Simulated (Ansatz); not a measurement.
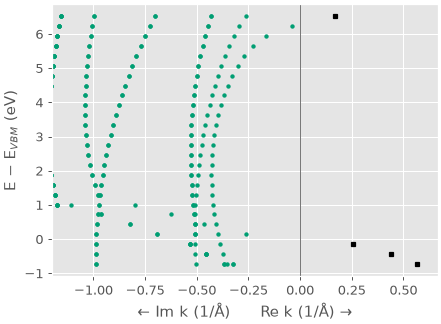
*Complex bands at the centre of the two-dimensional zone; r2SCAN (Ansatz, an electronic-structure program)*

No gap correction and no spin-orbit coupling; mid-gap is the computed energy nearest the middle.

Q: This is SiO2 (P4_2/mnm, rutile, 6 atoms a cell, 7.9 Å³ an atom, -5 GPa at this level) along the normal of (001). Read off the slowest decay at the centre of the two-dimensional zone at 3.04 eV, the computed energy nearest the middle of the gap.

A: κ ≈ 0.41 1/Å, a decay length 1/(2κ) of the density of 1.2 Å.
